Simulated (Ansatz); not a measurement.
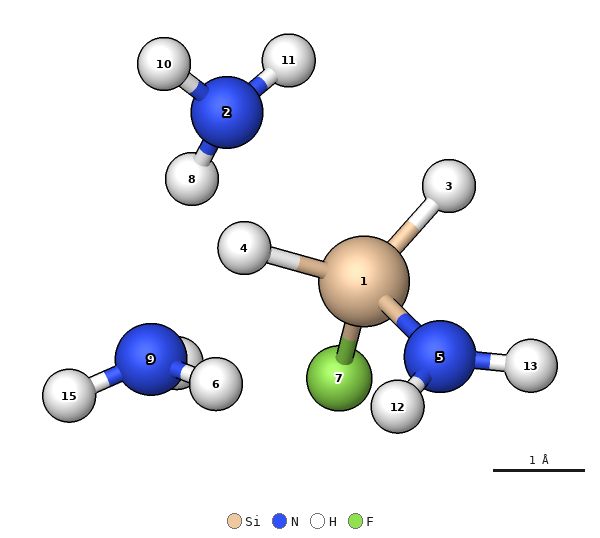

The input geometry (ball-and-stick view, seen at a tilt; atoms are numbered from 1 in the order of the input). Bond lengths as drawn: F–Si 1.70 Å, H–N 1.01 to 1.02 Å, H–Si 1.49 Å and N–Si 1.75 Å.

Run report: SiN₃H₁₀F, geometry relaxation (part 1 of 2)

- system: SiN₃H₁₀F
- method: RKS PBE0/6-31G (Ansatz 0.2.0)

It belongs to a series of runs on one base structure; here: end point B relaxed. Figures and captions count atoms from 1; the log counts them from 0 in places.

### Input file
```yaml
crystal:
  periodic: [false, false, false]
  atoms:
    - { symbol: Si, position_ang: [-0.885507, -0.884428, -0.98632] }
    - { symbol: "N", position_ang: [-0.239993, -0.251444, 1.99378] }
    - { symbol: H, position_ang: [-0.560753, -2.160296, -0.287529] }
    - { symbol: H, position_ang: [-1.917442, 0.037663, -0.434956] }
    - { symbol: "N", position_ang: [-1.487738, -1.353947, -2.561758] }
    - { symbol: H, position_ang: [1.67817, 1.388198, 0.074498] }
    - { symbol: F, position_ang: [0.555112, -0.005011, -1.164874] }
    - { symbol: H, position_ang: [0.427506, 0.496528, 1.815839] }
    - { symbol: "N", position_ang: [1.958061, 1.951262, 0.870317] }
    - { symbol: H, position_ang: [-1.075311, 0.050954, 2.47223] }
    - { symbol: H, position_ang: [0.175831, -1.074466, 2.403985] }
    - { symbol: H, position_ang: [-2.050053, -0.749711, -3.138796] }
    - { symbol: H, position_ang: [-1.163777, -2.182278, -3.035526] }
    - { symbol: H, position_ang: [2.913324, 1.821138, 1.161983] }
    - { symbol: H, position_ang: [1.672469, 2.915738, 0.817027] }
basis:
  gaussian: { orbitals: "6-31G" }
hamiltonian:
  xc: pbe0
relax:
  f_tol: 0.03
  max_steps: 50
output:
  orbitals: {}
```

Machine: 1 thread of Arm Neoverse V2, 24 GiB of memory available, shared host.

Run as:
```bash
ansatz run input.yaml --threads 1 --pin off --max-ram 2048MiB --backend cpu --events-out ev --progress --plain --runs-dir out
```

### Log
```
The last accepted step is kept in [file] (removed where the run ends without a failure and the disk answers)
Engine: ansatz 0.2.0, aarch64-unknown-linux-gnu
Functional definition: PBE0
  parameter a = 0.25
  parameter kappa = 0.804
  parameter beta = 0.06672455060314922
  exchange = (1 - a)*pbe_x(kappa = kappa, mu = beta*pi^2/3) + a*exact_x
  correlation = pbe_c(beta = beta)
1014 factors; integrals over basis functions are off by at most 1.8e-4 eV
mean field evaluation 1: about -15201.5953 eV, gradient 8.3e1 eV
mean field evaluation 2: about -15191.1238 eV, gradient 1.1e2 eV
mean field evaluation 4: about -15214.6931 eV, gradient 4.6e0 eV
mean field evaluation 8: about -15214.7212 eV, gradient 3.1e-1 eV
mean field -15214.72136791 eV, -559.1306973622 hartree, gradient 4.0e-5 eV, S^2 0.000000; 0 other end points of the search recorded, 0 dependent functions left out
the calculation of the forces begins
reference -15214.72139811 eV, -559.1306984720 hartree; 27, 27 occupied and 42, 42 virtual orbitals, 1014 factors
relax step   1: F+E_penalty+E_count = -15214.72136791 eV  Δ(F+E_penalty+E_count) = +0.000e0 eV  max|allowed force component| = 5.196e-1 eV/Å  Δτ_max = 0.0000 Å  (24 SCF iters, accepted)
these checks for a lower state are left out or cut short: starts, cluster_reference, orbital_swaps, neighbouring_geometries, increment
1014 factors; integrals over basis functions are off by at most 1.7e-4 eV
mean field evaluation 16: about -15214.7831 eV, gradient 3.3e0 eV
mean field -15214.82093396 eV, -559.1343563472 hartree, gradient 5.0e-5 eV, S^2 0.000000; 0 other end points of the search recorded, 0 dependent functions left out
[... from here on the field's lines of each further geometry are left out, up to the last ...]
relax step   2: F+E_penalty+E_count = -15214.82093396 eV  Δ(F+E_penalty+E_count) = -9.957e-2 eV  max|allowed force component| = 5.305e-1 eV/Å  Δτ_max = 0.1943 Å  (24 SCF iters, accepted)
relax step   3: F+E_penalty+E_count = -15214.87543893 eV  Δ(F+E_penalty+E_count) = -5.450e-2 eV  max|allowed force component| = 7.300e-1 eV/Å  Δτ_max = 0.1990 Å  (25 SCF iters, accepted)
relax step   4: F+E_penalty+E_count = -15214.92504886 eV  Δ(F+E_penalty+E_count) = -4.961e-2 eV  max|allowed force component| = 5.163e-1 eV/Å  Δτ_max = 0.1378 Å  (24 SCF iters, accepted)
relax step   5: F+E_penalty+E_count = -15214.94787926 eV  Δ(F+E_penalty+E_count) = -2.283e-2 eV  max|allowed force component| = 2.479e-1 eV/Å  Δτ_max = 0.1363 Å  (24 SCF iters, accepted)
relax step   6: F+E_penalty+E_count = -15214.97191364 eV  Δ(F+E_penalty+E_count) = -2.403e-2 eV  max|allowed force component| = 1.279e-1 eV/Å  Δτ_max = 0.0571 Å  (23 SCF iters, accepted)
relax step   7: F+E_penalty+E_count = -15214.97479424 eV  Δ(F+E_penalty+E_count) = -2.881e-3 eV  max|allowed force component| = 1.651e-1 eV/Å  Δτ_max = 0.0998 Å  (23 SCF iters, accepted)
relax step   8: F+E_penalty+E_count = -15214.97909083 eV  Δ(F+E_penalty+E_count) = -4.297e-3 eV  max|allowed force component| = 9.518e-2 eV/Å  Δτ_max = 0.0308 Å  (24 SCF iters, accepted)
relax step   9: F+E_penalty+E_count = -15214.97840742 eV  Δ(F+E_penalty+E_count) = +6.834e-4 eV  max|allowed force component| = 2.597e-1 eV/Å  Δτ_max = 0.0628 Å  (23 SCF iters, rejected (line search))
relax step  10: F+E_penalty+E_count = -15214.98087054 eV  Δ(F+E_penalty+E_count) = -1.780e-3 eV  max|allowed force component| = 6.373e-2 eV/Å  Δτ_max = 0.0314 Å  (24 SCF iters, accepted)
relax step  11: F+E_penalty+E_count = -15214.98468038 eV  Δ(F+E_penalty+E_count) = -3.810e-3 eV  max|allowed force component| = 1.252e-1 eV/Å  Δτ_max = 0.0976 Å  (24 SCF iters, accepted)
relax step  12: F+E_penalty+E_count = -15214.98712384 eV  Δ(F+E_penalty+E_count) = -2.443e-3 eV  max|allowed force component| = 1.517e-1 eV/Å  Δτ_max = 0.0888 Å  (24 SCF iters, accepted)
relax step  13: F+E_penalty+E_count = -15214.99013603 eV  Δ(F+E_penalty+E_count) = -3.012e-3 eV  max|allowed force component| = 1.161e-1 eV/Å  Δτ_max = 0.0553 Å  (23 SCF iters, accepted)
relax step  14: F+E_penalty+E_count = -15214.99230880 eV  Δ(F+E_penalty+E_count) = -2.173e-3 eV  max|allowed force component| = 2.300e-1 eV/Å  Δτ_max = 0.1519 Å  (26 SCF iters, accepted)
relax step  15: F+E_penalty+E_count = -15214.99542861 eV  Δ(F+E_penalty+E_count) = -3.120e-3 eV  max|allowed force component| = 1.372e-1 eV/Å  Δτ_max = 0.0216 Å  (24 SCF iters, accepted)
relax step  16: F+E_penalty+E_count = -15214.99700623 eV  Δ(F+E_penalty+E_count) = -1.578e-3 eV  max|allowed force component| = 4.414e-2 eV/Å  Δτ_max = 0.0122 Å  (25 SCF iters, accepted)
relax step  17: F+E_penalty+E_count = -15214.99765166 eV  Δ(F+E_penalty+E_count) = -6.454e-4 eV  max|allowed force component| = 2.559e-2 eV/Å  Δτ_max = 0.0260 Å  (23 SCF iters, accepted)
the calculation of the forces begins
reference -15214.99809742 eV, -559.1408669840 hartree; 27, 27 occupied and 42, 42 virtual orbitals, 1014 factors
relax step  18: F+E_penalty+E_count = -15214.99806887 eV  Δ(F+E_penalty+E_count) = -4.172e-4 eV  max|allowed force component| = 1.908e-2 eV/Å  Δτ_max = 0.0426 Å  (22 SCF iters, accepted)
```

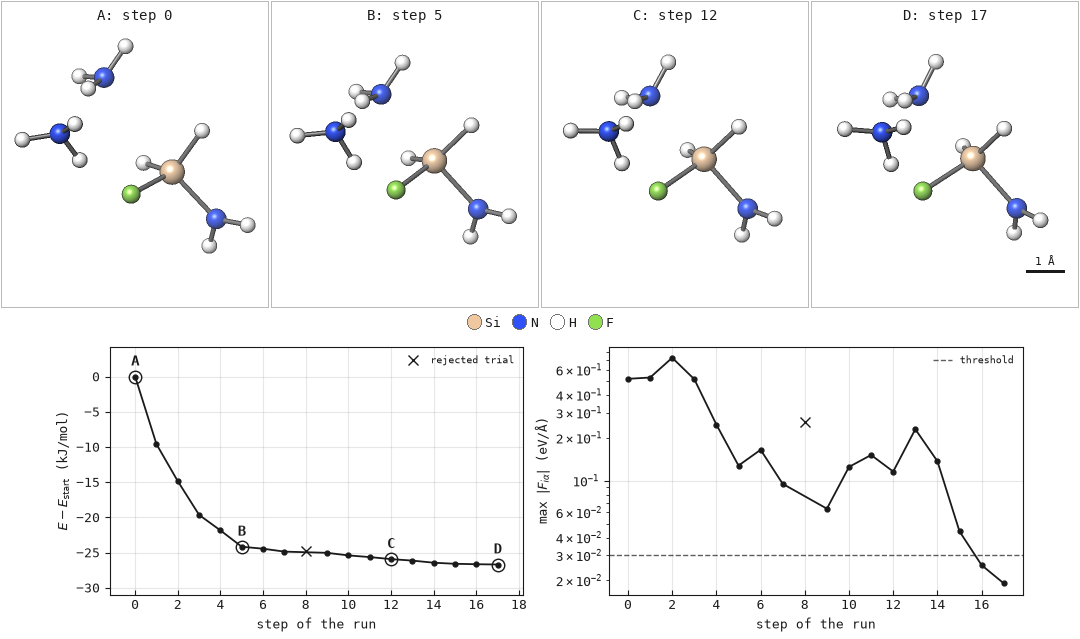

Frames of the relaxation (ball-and-stick view, seen at a tilt) above the curves, on which the letters mark them (the first geometry is step 0 here and step 1 in the log).

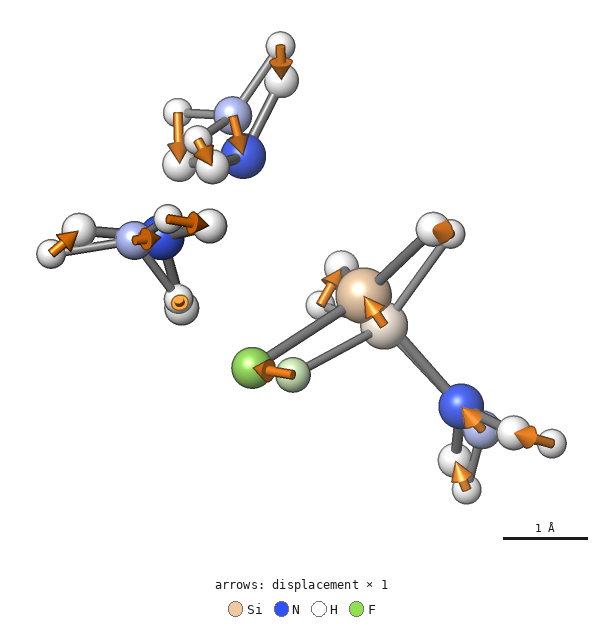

Start (faint) and end (solid) with the displacements as orange arrows, at true length (ball-and-stick view, seen at a tilt). The two geometries are laid on each other by the best rigid fit. After 17 geometry steps the energy has fallen by 26.7 kJ/mol. Largest force component: 0.52 eV/Å at the start, 0.019 eV/Å at the end. The line search rejected the trial step at point 8 (counted from 0) and went back. The atom that moves furthest after the best rigid fit is H11 (0.63 Å). Largest moves by element: H 0.63 Å, F 0.61 Å, N 0.50 Å, Si 0.44 Å. Among the contacts that change: Si1–F7 1.697 → 1.752 Å, N2–H8 1.018 → 1.048 Å, Si1–N5 1.751 → 1.780 Å, Si1–H3 1.491 → 1.506 Å. Among the angles that change: N5–Si1–F7 109.6° → 101.1°, H4–Si1–N5 105.1° → 97.1°, H3–Si1–N5 105.5° → 98.0°. (Atoms are counted from 1 in the order of the input.)

```
1014 factors; integrals over basis functions are off by at most 1.6e-4 eV
mean field -15214.99806887 eV, -559.1408659348 hartree, gradient 4.0e-5 eV, S^2 0.000000; 1 other end points of the search recorded, 0 dependent functions left out
the calculation of the forces begins
reference -15214.99809742 eV, -559.1408669840 hartree; 27, 27 occupied and 42, 42 virtual orbitals, 1014 factors
Total energy: -15214.99809742 eV, -559.1408669840 hartree
Atom 0 at    -0.800347    -0.789382    -0.567316 Å, force     0.003112     0.007201    -0.009943 eV/Å
Atom 1 at    -0.129863    -0.332534     1.505456 Å, force     0.001759    -0.002434    -0.001192 eV/Å
Atom 2 at    -0.968698    -2.173822    -0.000115 Å, force     0.001996     0.004727     0.002391 eV/Å
Atom 3 at    -1.682489     0.407688    -0.320925 Å, force    -0.001681     0.000632    -0.000449 eV/Å
Atom 4 at    -1.351251    -1.132220    -2.225216 Å, force     0.003364    -0.001472     0.008329 eV/Å
Atom 5 at     1.633039     1.181990    -0.016365 Å, force     0.002766    -0.011307    -0.002357 eV/Å
Atom 6 at     0.877995    -0.374443    -0.848004 Å, force    -0.010183    -0.001295     0.006381 eV/Å
Atom 7 at     0.431784     0.550019     1.444297 Å, force     0.001778     0.000700    -0.005964 eV/Å
Atom 8 at     1.598837     1.807088     0.787620 Å, force     0.003858     0.019082     0.001134 eV/Å
Atom 9 at    -0.926792    -0.237779     2.129410 Å, force    -0.004860    -0.001319     0.003391 eV/Å
Atom 10 at     0.464198    -1.097557     1.815196 Å, force     0.004961    -0.004650     0.002277 eV/Å
Atom 11 at    -1.647588    -0.402415    -2.855542 Å, force     0.001646    -0.002854    -0.000924 eV/Å
Atom 12 at    -1.168635    -2.010251    -2.687400 Å, force    -0.001108     0.002871    -0.003280 eV/Å
Atom 13 at     2.484510     1.899280     1.265928 Å, force    -0.004349    -0.005313    -0.001539 eV/Å
Atom 14 at     1.185198     2.704239     0.572877 Å, force    -0.003059    -0.004570     0.001746 eV/Å
Dipole moment:     0.207435     0.352383     0.549738 e Å
```

### Trajectory as extended XYZ (Å, eV, eV/Å), 18 frames, from step=1 to step=18
```
15
Properties=species:S:1:pos:R:3:forces:R:3 step=1 energy=-15214.72137
Si   -0.8855   -0.8844   -0.9863   -0.4498  -0.2089   0.2148
N    -0.2400   -0.2514    1.9938    0.0190   0.0103  -0.1710
H    -0.5608   -2.1603   -0.2875    0.0038   0.0083  -0.0100
H    -1.9174    0.0377   -0.4350   -0.0046   0.0071   0.0119
N    -1.4877   -1.3539   -2.5618    0.0483  -0.0655   0.0018
H     1.6782    1.3882    0.0745   -0.0119   0.0191   0.0628
F     0.5551   -0.0050   -1.1649    0.5196   0.3480   0.0192
H     0.4275    0.4965    1.8158    0.0857   0.0775  -0.0709
N     1.9581    1.9513    0.8703   -0.1722  -0.2166  -0.0531
H    -1.0753    0.0510    2.4722   -0.0133   0.0021   0.0002
H     0.1758   -1.0745    2.4040   -0.0014  -0.0047  -0.0038
H    -2.0501   -0.7497   -3.1388   -0.0067   0.0146   0.0135
H    -1.1638   -2.1823   -3.0355   -0.0176   0.0083  -0.0165
H     2.9133    1.8211    1.1620    0.0052  -0.0042  -0.0046
H     1.6725    2.9157    0.8170   -0.0040   0.0046   0.0056
15
Properties=species:S:1:pos:R:3:forces:R:3 step=2 energy=-15214.82093
Si   -0.8657   -0.8501   -0.9004   -0.2226  -0.1106   0.5305
N    -0.1854   -0.2013    1.8197   -0.2406  -0.2300  -0.2034
H    -0.5394   -2.1297   -0.2105   -0.0205  -0.0583  -0.0754
H    -1.9089    0.0654   -0.3592   -0.0783  -0.0017  -0.1026
N    -1.4467   -1.3263   -2.4839    0.0270  -0.0076  -0.0305
H     1.5791    1.3018    0.0855   -0.0041  -0.0352  -0.1573
F     0.5793    0.0430   -1.0611    0.3640   0.2347  -0.1694
H     0.4924    0.5405    1.6485    0.2260   0.2373   0.0340
N     1.8536    1.8401    0.8978   -0.0803  -0.0586   0.0617
H    -1.0200    0.1099    2.2955   -0.0113  -0.0046   0.0476
H     0.2184   -1.0263    2.2395    0.0034  -0.0133   0.0369
H    -2.0159   -0.7297   -3.0628    0.0102   0.0128   0.0093
H    -1.1200   -2.1555   -2.9546    0.0005   0.0161   0.0030
H     2.8133    1.7122    1.1774    0.0159   0.0071   0.0105
H     1.5658    2.8058    0.8684    0.0107   0.0119   0.0052
15
Properties=species:S:1:pos:R:3:forces:R:3 step=3 energy=-15214.87544
Si   -0.8026   -0.7894   -0.7945   -0.0854   0.1051   0.7300
N    -0.1934   -0.1889    1.6656   -0.1218  -0.2675  -0.1387
H    -0.4646   -2.0800   -0.1302    0.0014  -0.1356  -0.1385
H    -1.8659    0.1285   -0.2948   -0.1355   0.0138  -0.2084
N    -1.4139   -1.3012   -2.3597    0.0285  -0.0015  -0.1243
H     1.5730    1.2909   -0.0310    0.0147   0.1041   0.3123
F     0.6415    0.1135   -1.0506    0.0906  -0.0225  -0.3075
H     0.5141    0.5596    1.6035    0.1588   0.1356  -0.1478
N     1.7695    1.7459    0.8643    0.0415   0.0521  -0.0653
H    -1.0405    0.0992    2.1371   -0.0590  -0.0102   0.0735
H     0.1742   -1.0523    2.0471    0.0089   0.0432   0.0886
H    -1.9912   -0.7137   -2.9407    0.0080   0.0115   0.0095
H    -1.0874   -2.1326   -2.8268    0.0098   0.0025   0.0006
H     2.7114    1.6074    1.2034   -0.0143   0.0324  -0.0507
H     1.4758    2.7129    0.9070    0.0540  -0.0631  -0.0333
15
Properties=species:S:1:pos:R:3:forces:R:3 step=4 energy=-15214.92505
Si   -0.8116   -0.7557   -0.7028    0.1007  -0.1996   0.5163
N    -0.1848   -0.2336    1.5607   -0.0626   0.0552  -0.2284
H    -0.4816   -2.0802   -0.0965   -0.0525  -0.1859  -0.1660
H    -1.9227    0.1729   -0.3193   -0.0310   0.0332  -0.0333
N    -1.3927   -1.2858   -2.2829   -0.0268   0.0793  -0.1363
H     1.5424    1.2794   -0.0170    0.1471   0.2000   0.2383
F     0.6418    0.1389   -1.0160   -0.0262  -0.0371  -0.2580
H     0.5146    0.5418    1.4668   -0.0481  -0.1137   0.2376
N     1.7541    1.7324    0.8791    0.0085   0.0462  -0.1269
H    -1.0422    0.0626    2.0149    0.0519   0.0238   0.1221
H     0.2027   -1.0581    2.0169   -0.0467   0.1933  -0.1076
H    -1.9509   -0.6986   -2.8836    0.0091   0.0034  -0.0067
H    -1.0478   -2.1148   -2.7414    0.0154  -0.0031   0.0168
H     2.7039    1.5941    1.1993   -0.0627  -0.0135  -0.0388
H     1.4749    2.7047    0.9216    0.0239  -0.0815  -0.0291
15
Properties=species:S:1:pos:R:3:forces:R:3 step=5 energy=-15214.94788
Si   -0.7915   -0.7977   -0.6098   -0.1869   0.1042  -0.2479
N    -0.2112   -0.2137    1.4759    0.1006  -0.2008  -0.0799
H    -0.4757   -2.2021   -0.1572    0.0139   0.1134   0.1676
H    -1.9300    0.1335   -0.2740   -0.0457  -0.0657  -0.0387
N    -1.3872   -1.2633   -2.2258    0.0393   0.0235   0.0366
H     1.5513    1.2667    0.0045    0.1565   0.1767   0.0388
F     0.6606    0.1026   -0.9841   -0.0143  -0.1227  -0.1177
H     0.5033    0.5636    1.4114   -0.1620  -0.1590   0.2196
N     1.7513    1.7454    0.8878   -0.0208   0.0276  -0.0418
H    -1.0583    0.0868    1.9532    0.0956   0.0135   0.0194
H     0.1724   -1.0394    1.9358    0.0267   0.1956   0.0161
H    -1.9311   -0.6417   -2.8069    0.0358  -0.0085   0.0409
H    -1.0429   -2.0731   -2.7208    0.0131   0.0271   0.0173
H     2.6952    1.6079    1.2241   -0.0298  -0.0414  -0.0151
H     1.4936    2.7245    0.8856   -0.0220  -0.0835  -0.0151
```
